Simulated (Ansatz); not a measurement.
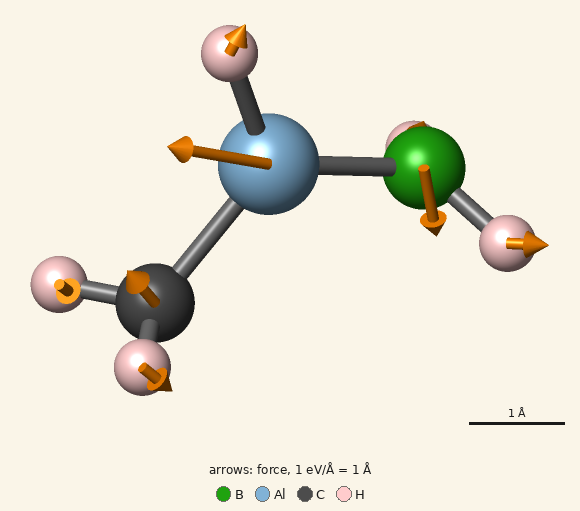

Starting geometry of CH5AlB (charge −1) with the computed forces as orange arrows. A ball-and-stick model, seen at a tilt.

The run prepares an end point of a later path (inversion) calculation, from a guessed geometry.

All numbers below come from Ansatz, RKS PBE/def2-TZVP. Settings: no spin polarisation; force threshold 0.015 eV/Å; at most 40 steps.

Q: What follows when this structure is relaxed?

A: It isn't relaxed: the largest force vector, on the Al atom, is 1.40 eV/Å. The final displacements have little in common with the starting forces (cosine between the two patterns 0.03). The atom that moves furthest after the best rigid fit is the B atom (1.09 Å). Largest moves by element: B 1.09 Å, Al 1.03 Å, H 0.95 Å, C 0.89 Å. Near-neighbour distances that change, for instance: B–C 3.317 → 1.487 Å, Al–C 1.896 → 2.347 Å, Al–B 2.013 → 2.387 Å, Al–H 1.651 → 1.689 Å. New bonds form: B–C (3.32 → 1.49 Å). Bond angles that change, for instance: B–Al–C 116.1° → 36.6°, C–Al–H 116.8° → 80.2°, Al–B–H 120.0° → 102.0°. Over 17 accepted moves (18 points after the start) the energy falls by 230.4 kJ/mol. Largest force component: 1 eV/Å at the start, 0.01 eV/Å at the end. The line search rejected the trial step at point 16 of the run. The run took 30 s on 2 threads of Arm Neoverse V2 (shared host), peak memory 0.2 GiB.

Limits of the set-up: the basis has no diffuse functions, which an anion needs.
